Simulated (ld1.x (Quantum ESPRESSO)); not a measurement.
**Pseudopotential generation for Ge: ultrasoft, PBE**

Task: generate the file, and judge it by its errors in other configurations, its logarithmic derivatives, its ghosts and its cutoff.

Program: ld1.x (Quantum ESPRESSO) 7.5. Reference atom: PBE, scalar-relativistic, spherical and spin-unpolarised. All values are calculated.

**1. The design**

Typed settings, in words:

```json
{"element": "germanium (Ge, Z = 32)", "type": "ultrasoft", "frozen core": "[Ar]", "valence charge": "14", "reference configuration": "3d10 4s2 4p2", "partial waves": "4s (bound): rcut 1.45, rcutus 1.70 bohr; 4s channel at 3.5 Ry: rcut 1.45, rcutus 1.70 bohr; 4p (bound): rcut 1.45, rcutus 1.90 bohr; 4p channel at 2 Ry: rcut 1.45, rcutus 1.90 bohr; 3d (bound): rcut 0.60, rcutus 0.80 bohr; 3d channel at 1.45 Ry: rcut 0.60, rcutus 0.80 bohr", "local potential": "all-electron potential smoothed inside 1.80 bohr (lloc = -2)", "core correction": "not asked for", "augmentation charge": "PSQ, inside the norm-conserving radii"}
```

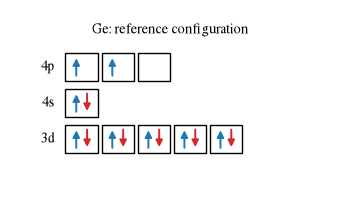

The outer shells as boxes. The arrows follow Hund's rule for the drawing; the calculation itself is spin-unpolarised.

**2. The generation run**

Contents of Ge.in:

```
 &input
   title='Ge', zed=32., rel=1, dft='PBE', iswitch=3,
   config='[Ar] 3d10 4s2 4p2',
   nld=3, rlderiv=2.05, eminld=-4.0, emaxld=5.0, deld=0.02
 /
 &inputp
   pseudotype=3, tm=.true., lloc=-2, rcloc=1.80,
   nlcc=.false.,
   which_augfun='PSQ', rmatch_augfun_nc=.true.,
   file_pseudopw='Ge.UPF', file_wfcaegen='ae.wfc', file_wfcncgen='nc.wfc', file_beta='beta', file_chi='chi', file_wfcusgen='us.wfc'
 /
6
4S  1  0   2.00   0.00  1.45  1.70  0.0
4S  1  0   0.00   3.50  1.45  1.70  0.0
4P  2  1   2.00   0.00  1.45  1.90  0.0
4P  2  1   0.00   2.00  1.45  1.90  0.0
3D  3  2  10.00   0.00  0.60  0.80  0.0
3D  3  2   0.00   1.45  0.60  0.80  0.0
 &test
   configts(1)='3d10 4s2 4p2'
 /
```

Launch:

```console
$ ld1.x < Ge.in > Ge.out
```

What the program wrote to Ge.out (without the banner and most projector matrices):

```text
     Program LD1 v.7.5
     --------------------------- All-electron run ----------------------------

     Ge
     scalar relativistic calculation

     atomic number is 32.00
     dft =PBE   lsd =0 sic =0 latt =0  beta=0.20 tr2=1.0E-14
     Exchange-correlation= PBE
                           (   1   4   3   4   0   0   0)
     mesh =1207 r(mesh) = 100.41023 a.u. xmin = -7.00 dx = 0.01250
     1 Ry =  13.60569312 eV, c = 137.03599908

     n l     nl                  e(Ry)          e(Ha)          e(eV)
     1 0     1S 1( 2.00)      -805.6314      -402.8157    -10961.1741
     2 0     2S 1( 2.00)      -100.8250       -50.4125     -1371.7939
     2 1     2P 1( 6.00)       -88.1036       -44.0518     -1198.7111
     3 0     3S 1( 2.00)       -12.3839        -6.1919      -168.4909
     3 1     3P 1( 6.00)        -8.4979        -4.2490      -115.6205
     3 2     3D 1(10.00)        -2.1543        -1.0772       -29.3109
     4 0     4S 1( 2.00)        -0.8622        -0.4311       -11.7311
     4 1     4P 1( 2.00)        -0.2863        -0.1431        -3.8953

     final scf error:  3.0E-15 reached in  36 iterations

     Etot =   -4197.669992 Ry,   -2098.834996 Ha,  -57112.209742 eV

     Ekin =    4273.695468 Ry,    2136.847734 Ha,   58146.589038 eV
     Encl =  -10116.689522 Ry,   -5058.344761 Ha, -137644.573051 eV
     Eh   =    1804.321722 Ry,     902.160861 Ha,   24549.047641 eV
     Exc  =    -158.997660 Ry,     -79.498830 Ha,   -2163.273369 eV

     normalization and overlap integrals

     s(1S/1S) =  1.000000  <r> =   0.0470  <r2> =    0.0030  r(max) =   0.0309
     s(2S/2S) =  1.000000  <r> =   0.2100  <r2> =    0.0520  r(max) =   0.1754
     s(2P/2P) =  1.000000  <r> =   0.1837  <r2> =    0.0414  r(max) =   0.1418
     s(3S/3S) =  1.000000  <r> =   0.6242  <r2> =    0.4495  r(max) =   0.5402
     s(3P/3P) =  1.000000  <r> =   0.6470  <r2> =    0.4929  r(max) =   0.5402
     s(3D/3D) =  1.000000  <r> =   0.7365  <r2> =    0.6969  r(max) =   0.5012
     s(4S/4S) =  1.000000  <r> =   2.1162  <r2> =    5.1841  r(max) =   1.7494
     s(4P/4P) =  1.000000  <r> =   2.8993  <r2> =   10.0650  r(max) =   2.2184

     ------------------------ End of All-electron run ------------------------

     --------------------- Generating US pseudopotential ---------------------

      Generating local potential from pseudized AE potential:
      Matching radius rcloc =   1.8000
      Enforcing V''(0)=0 (lloc=-2)

      Local pseudo, rcloc= 1.794 Estimated cut-off energy=     9.69 Ry
      Wfc-us  4S rcutus= 1.706  Estimated cut-off energy=    15.15 Ry
      Wfc-us  4S rcutus= 1.706  Estimated cut-off energy=    24.19 Ry
      Wfc-us  4P rcutus= 1.886  Estimated cut-off energy=    20.49 Ry
      Wfc-us  4P rcutus= 1.886  Estimated cut-off energy=    24.84 Ry
      Wfc-us  3D rcutus= 0.806  Estimated cut-off energy=   176.45 Ry
      Wfc-us  3D rcutus= 0.806  Estimated cut-off energy=   199.12 Ry

     Q pseudized with Bessel functions
     Expected ecutrho=    1119.7156 due to l1=  2   l2=  2

     ------------------- End of pseudopotential generation -------------------

     [... the all-electron block is printed once more ...]


     Computing logarithmic derivative in   2.04528
     Computing logarithmic derivative in   2.04528
     Computing the partial wave expansion
     R is outside the sphere for l=    0 j= 0.00
     R is outside the sphere for l=    0 j= 0.00
     R is outside the sphere for l=    1 j= 0.00
     R is outside the sphere for l=    1 j= 0.00
     R is outside the sphere for l=    2 j= 0.00
     R is outside the sphere for l=    2 j= 0.00

     ---------------------- Testing the pseudopotential ----------------------

     Ge
     scalar relativistic calculation

     atomic number is 32.00   valence charge is 14.00
     dft =PBE   lsd =0 sic =0 latt =0  beta=0.20 tr2=1.0E-14
     mesh =1207 r(mesh) = 100.41023 xmin = -7.00 dx = 0.01250

     n l     nl             e AE (Ry)        e PS (Ry)    De AE-PS (Ry)
     3 2     3D   1(10.00)       -2.15431       -2.15431        0.00000
     1 0     4S   1( 2.00)       -0.86222       -0.86223        0.00000
     2 1     4P   1( 2.00)       -0.28630       -0.28630        0.00000

     eps = 3.3E-17  iter =  6

     Etot =   -4197.669992 Ry,   -2098.834996 Ha,  -57112.209742 eV
     Etotps =  -186.996491 Ry,     -93.498246 Ha,   -2544.216876 eV

     Ekin =     159.917722 Ry,      79.958861 Ha,    2175.791456 eV
     Encl =    -358.830705 Ry,    -179.415353 Ha,   -4882.140458 eV
     Ehrt =     170.115332 Ry,      85.057666 Ha,    2314.537009 eV
     Ecxc =     -23.173584 Ry,     -11.586792 Ha,    -315.292666 eV
     Epseu=    -135.025257 Ry,     -67.512629 Ha,   -1837.112217 eV

     ---------------------- End of pseudopotential test ----------------------
```

It took 1.4 s on 1 thread of Neoverse-V2, shared host. (Generation and the later configuration tests together.)

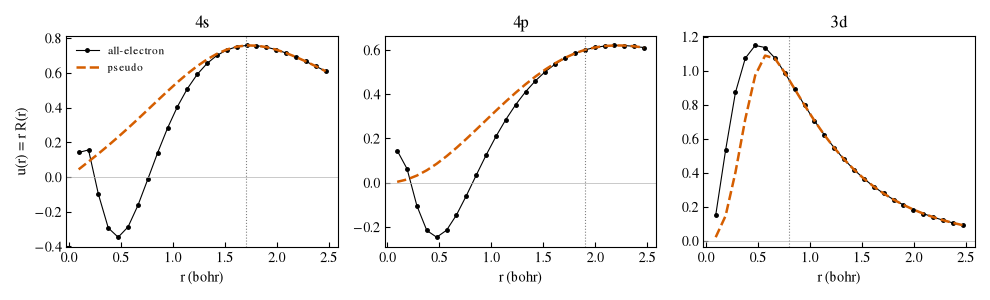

Bound waves of the atom and their pseudo partners (4s, 4p, 3d), with the matching radii dotted. The curves join 26 sampled radii, too few to resolve the innermost nodes.

**3. Transferability test**

Contents of Ge.test.in:

```
 &input
   title='Ge', zed=32., rel=1, dft='PBE', iswitch=2,
   config='[Ar] 3d10 4s2 4p2'
 /
 &test
   file_pseudo='Ge.UPF', nconf=8,
   configts(1)='3d10 4s2 4p2',
   configts(2)='3d10 4s2 4p1',
   configts(3)='3d10 4s2 4p0',
   configts(4)='3d10 4s1 4p0',
   configts(5)='3d10 4s1 4p2',
   configts(6)='3d10 4s2 4p1.5',
   configts(7)='3d10 4s0 4p0',
   configts(8)='3d10 4s2 4p2.3'
 /
```

Launch:

```console
$ ld1.x < Ge.test.in > Ge.test.out
```

Ge.test.out, the pseudopotential blocks:

```text
     ---------------------- Testing the pseudopotential ----------------------

     Ge
     scalar relativistic calculation

     atomic number is 32.00   valence charge is 14.00
     dft =PBE   lsd =0 sic =0 latt =0  beta=0.20 tr2=1.0E-14
     mesh =1207 r(mesh) = 100.41023 xmin = -7.00 dx = 0.01250

     n l     nl             e AE (Ry)        e PS (Ry)    De AE-PS (Ry)
     3 2     3D   1(10.00)       -2.15431       -2.15431        0.00000
     1 0     4S   1( 2.00)       -0.86222       -0.86223        0.00000
     2 1     4P   1( 2.00)       -0.28630       -0.28630        0.00000

     eps = 1.2E-15  iter =  6

     Etot =   -4197.669992 Ry,   -2098.834996 Ha,  -57112.209742 eV
     Etotps =  -186.996491 Ry,     -93.498246 Ha,   -2544.216875 eV

     Ekin =     159.917722 Ry,      79.958861 Ha,    2175.791457 eV
     Encl =    -358.830705 Ry,    -179.415353 Ha,   -4882.140458 eV
     Ehrt =     170.115332 Ry,      85.057666 Ha,    2314.537009 eV
     Ecxc =     -23.173584 Ry,     -11.586792 Ha,    -315.292666 eV
     Epseu=    -135.025257 Ry,     -67.512629 Ha,   -1837.112217 eV

     ---------------------- End of pseudopotential test ----------------------

     ---------------------- Testing the pseudopotential ----------------------

     Ge
     [...]
     n l     nl             e AE (Ry)        e PS (Ry)    De AE-PS (Ry)
     3 2     3D   1(10.00)       -2.81637       -2.81649        0.00012
     1 0     4S   1( 2.00)       -1.45956       -1.45939       -0.00017
     2 1     4P   1( 1.00)       -0.82628       -0.82616       -0.00013

     eps = 1.2E-15  iter = 11

     Etot =   -4197.122869 Ry,   -2098.561434 Ha,  -57104.765750 eV
     Etotps =  -186.449332 Ry,     -93.224666 Ha,   -2536.772387 eV
     dEtot_ae =       0.547123 Ry
     dEtot_ps =       0.547160 Ry,   Delta E=      -0.000036 Ry

     [...]
     ---------------------- End of pseudopotential test ----------------------

     ---------------------- Testing the pseudopotential ----------------------

     Ge
     [...]
     n l     nl             e AE (Ry)        e PS (Ry)    De AE-PS (Ry)
     3 2     3D   1(10.00)       -3.61570       -3.61586        0.00016
     1 0     4S   1( 2.00)       -2.14976       -2.14841       -0.00135
     2 1     4P   1( 0.00)       -1.45571       -1.45459       -0.00112

     eps = 9.7E-15  iter = 12

     Etot =   -4195.988126 Ry,   -2097.994063 Ha,  -57089.326796 eV
     Etotps =  -185.314920 Ry,     -92.657460 Ha,   -2521.337931 eV
     dEtot_ae =       1.681865 Ry
     dEtot_ps =       1.681571 Ry,   Delta E=       0.000294 Ry

     [...]
     ---------------------- End of pseudopotential test ----------------------

     ---------------------- Testing the pseudopotential ----------------------

     Ge
     [...]
     n l     nl             e AE (Ry)        e PS (Ry)    De AE-PS (Ry)
     3 2     3D   1(10.00)       -4.63739       -4.63613       -0.00126
     1 0     4S   1( 1.00)       -2.97339       -2.96604       -0.00735  !
     2 1     4P   1( 0.00)       -2.20993       -2.20382       -0.00611  !

     eps = 3.2E-16  iter = 15

     Etot =   -4193.431031 Ry,   -2096.715516 Ha,  -57054.535744 eV
     Etotps =  -182.761324 Ry,     -91.380662 Ha,   -2486.594488 eV
     dEtot_ae =       4.238961 Ry
     dEtot_ps =       4.235167 Ry,   Delta E=       0.003793 Ry

     [...]
     ---------------------- End of pseudopotential test ----------------------

     ---------------------- Testing the pseudopotential ----------------------

     Ge
     [...]
     n l     nl             e AE (Ry)        e PS (Ry)    De AE-PS (Ry)
     3 2     3D   1(10.00)       -2.94373       -2.94393        0.00020
     1 0     4S   1( 1.00)       -1.53157       -1.53079       -0.00078
     2 1     4P   1( 2.00)       -0.88375       -0.88347       -0.00028

     eps = 6.3E-15  iter = 14

     Etot =   -4196.482228 Ry,   -2098.241114 Ha,  -57096.049396 eV
     Etotps =  -185.808910 Ry,     -92.904455 Ha,   -2528.059009 eV
     dEtot_ae =       1.187763 Ry
     dEtot_ps =       1.187581 Ry,   Delta E=       0.000182 Ry

     [...]
     ---------------------- End of pseudopotential test ----------------------

     ---------------------- Testing the pseudopotential ----------------------

     Ge
     [...]
     n l     nl             e AE (Ry)        e PS (Ry)    De AE-PS (Ry)
     3 2     3D   1(10.00)       -2.46527       -2.46531        0.00005
     1 0     4S   1( 2.00)       -1.14653       -1.14650       -0.00003
     2 1     4P   1( 1.50)       -0.54268       -0.54265       -0.00002

     eps = 8.8E-15  iter = 13

     Etot =   -4197.464058 Ry,   -2098.732029 Ha,  -57109.407861 eV
     Etotps =  -186.790532 Ry,     -93.395266 Ha,   -2541.414650 eV
     dEtot_ae =       0.205934 Ry
     dEtot_ps =       0.205960 Ry,   Delta E=      -0.000025 Ry

     [...]
     ---------------------- End of pseudopotential test ----------------------

     ---------------------- Testing the pseudopotential ----------------------

     Ge
     [...]
     n l     nl             e AE (Ry)        e PS (Ry)    De AE-PS (Ry)
     3 2     3D   1(10.00)       -5.73553       -5.72872       -0.00680  !
     1 0     4S   1( 0.00)       -3.84393       -3.82328       -0.02065  !
     2 1     4P   1( 0.00)       -3.00875       -2.99085       -0.01790  !

     eps = 9.4E-15  iter =  9

     Etot =   -4190.024885 Ry,   -2095.012443 Ha,  -57008.192764 eV
     Etotps =  -179.368453 Ry,     -89.684227 Ha,   -2440.432134 eV
     dEtot_ae =       7.645107 Ry
     dEtot_ps =       7.628038 Ry,   Delta E=       0.017069 Ry

     [...]
     ---------------------- End of pseudopotential test ----------------------

     ---------------------- Testing the pseudopotential ----------------------

     Ge
     [...]
     n l     nl             e AE (Ry)        e PS (Ry)    De AE-PS (Ry)
     3 2     3D   1(10.00)       -1.99138       -1.99137       -0.00001
     1 0     4S   1( 2.00)       -0.70960       -0.70960        0.00000
     2 1     4P   1( 2.30)       -0.14906       -0.14906        0.00000

     eps = 3.0E-15  iter = 13

     Etot =   -4197.734933 Ry,   -2098.867466 Ha,  -57113.093307 eV
     Etotps =  -187.061437 Ry,     -93.530719 Ha,   -2545.100509 eV
     dEtot_ae =      -0.064941 Ry
     dEtot_ps =      -0.064946 Ry,   Delta E=       0.000005 Ry

     [...]
     ---------------------- End of pseudopotential test ----------------------
```

Energies count from the reference configuration 3d10 4s2 4p2; the error is all-electron less pseudo.

| valence configuration | charge | ΔE all-electron (eV) | error AE − PS (meV) |
| --- | --- | --- | --- |
| 3d10 4s2 4p1 | +1 | 7.444 | -0.5 |
| 3d10 4s2 4p0 | +2 | 22.883 | +4.0 |
| 3d10 4s1 4p0 | +3 | 57.674 | +52 |
| 3d10 4s1 4p2 | +1 | 16.160 | +2.5 |
| 3d10 4s2 4p1.5 | +0.5 | 2.802 | -0.3 |
| 3d10 4s0 4p0 | +4 | 104.017 | +232 |
| 3d10 4s2 4p2.3 | -0.3 | -0.884 | +0.1 |

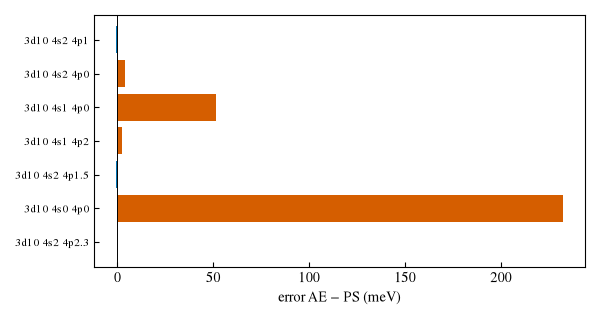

Error of the potential in each test configuration.

**4. Scattering by logarithmic derivatives**

Taken from the files of the generation run. The phase is arctan(r·u′/u) with u = r·R, unwrapped, with energies in Ry. A pole is an energy at which the radial function vanishes at the test radius. The pseudo phase is shifted by a multiple of π to meet the all-electron one at the reference energy. Levels narrower than the energy grid can be missing from the poles. The last column is the largest difference on the grid between −1 and +1 Ry.

```tsv
channel	radius (bohr)	reference (Ry)	poles AE	poles PS	window around the reference with phases within 0.05 rad (Ry)	largest difference near zero (rad)
s	2.04	-0.86	1.83	1.83	the whole range	0.000
p	2.04	-0.29	3.34	3.34	the whole range	0.000
d	2.04	-2.15	-2.06	-2.06	the whole range	0.000
```

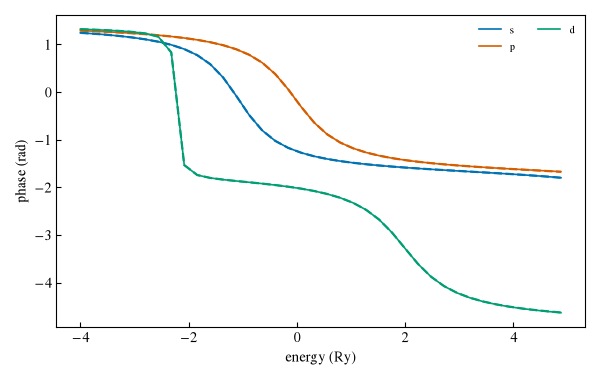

All-electron (solid) and pseudo (dashed) phases against energy.

**5. Cutoff and ghost test in a Bessel basis**

A separate test, outside the generator: the pseudo-atom's Hamiltonian at the reference potential is diagonalised in spherical Bessel functions j_l(qr) that vanish at 20 bohr, with q² up to the cutoff.

All-electron valence levels (Ry): 4s -0.8622, 4p -0.2863, 3d -2.1543. The lowest levels of each channel (Ry) by cutoff; the last column sums, over occupied levels, occupation times the distance from the level at 400 Ry. A positive value at high cutoff is not a bound level.

```csv
cutoff (Ry),s #1,p #1,d #1,f #1,Σ f·Δε (mRy)
8,-0.8529,-0.2861,0.0520,0.1080,22083.3
25,-0.8622,-0.2863,0.0475,0.1080,22018.9
50,-0.8623,-0.2864,-0.3129,0.1080,18414.9
100,-0.8623,-0.2864,-1.8961,0.1080,2583.0
180,-0.8623,-0.2864,-2.1521,0.1080,22.6
260,-0.8623,-0.2864,-2.1539,0.1080,4.4
400,-0.8623,-0.2864,-2.1544,0.1080,0.0
```

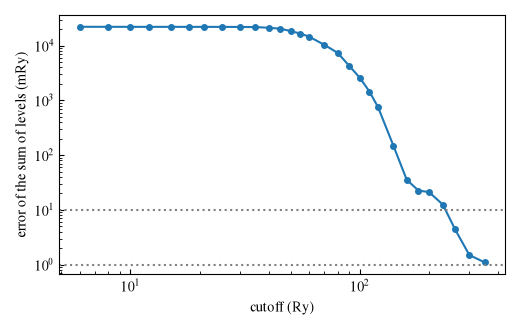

Occupation-weighted error of the valence levels against the cutoff; the dotted lines mark 10 and 1 mRy.

The sum stays within 10 mRy from 260 Ry and within 1 mRy only somewhere over 300 Ry. The sum leaves out empty levels, which can need more. Ghost test: no level below the all-electron spectrum of its channel (s, p, d, f tested).

**6. What came out**

| quantity | value |
| --- | --- |
| cutoffs for 10 and 1 mRy, occupied levels | 260 Ry and over 300 Ry |
| bound ghosts | none found |
| largest test error (AE − PS) | +232 meV, for 3d10 4s0 4p0 |
| largest phase difference near zero energy, channels read | 0.000 rad |
| lowest eigenvalue of the overlap (Bessel basis) | 0.481 (s) |
| density cutoff estimated by the generator | 1120 Ry |

**Reading.** By total energies transferability is fair for so large an energy: the largest error is 232 meV on 104.0 eV, for 3d10 4s0 4p0. That test lies far up in energy; among those under 40 eV, nearer to bonding, the largest error is 4.0 meV. The potential is very hard: the looser tolerance needs 260 Ry. The tighter tolerance needs over 300 Ry, and converged work needs a cutoff nearer that. The slowest occupied level is 3d: taken alone it needs 260 Ry to come within 1 mRy, against 15 Ry for 4s. It is free of bound ghosts as far as tested. Near zero energy the phases of the channels with partial waves agree within 0.001 rad. These are tests on the free atom; a crystal test is still owed.
